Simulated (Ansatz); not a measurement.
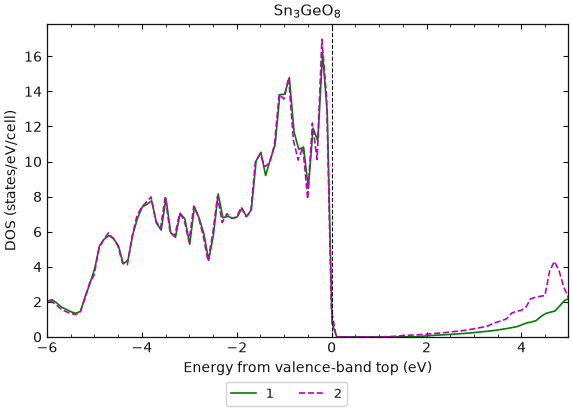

Total densities of states of Sn$_{3}$GeO$_{8}$, space group P2, 12 atoms in the cell, by two methods on the same cell. Each is counted from its own valence-band top.

Which curve is which? The methods: r2SCAN, PBE.

1 is r2SCAN; 2 is PBE. r2SCAN gives a gap of 1.62 eV and PBE gives a gap of 0.99 eV.

Settings. r2SCAN: DFT r2SCAN, scalar-relativistic, plane waves, PAW, no spin polarisation, 6×6×6 k mesh, 500 eV cutoff (Ansatz 0.2.0). PBE: DFT PBE, scalar-relativistic, plane waves, PAW, no spin polarisation, 6×6×6 k mesh, 420 eV cutoff, Gaussian smearing of 0.02 eV (Ansatz 0.2.0).

The structure is an invented one, so it need not be a known or stable phase.
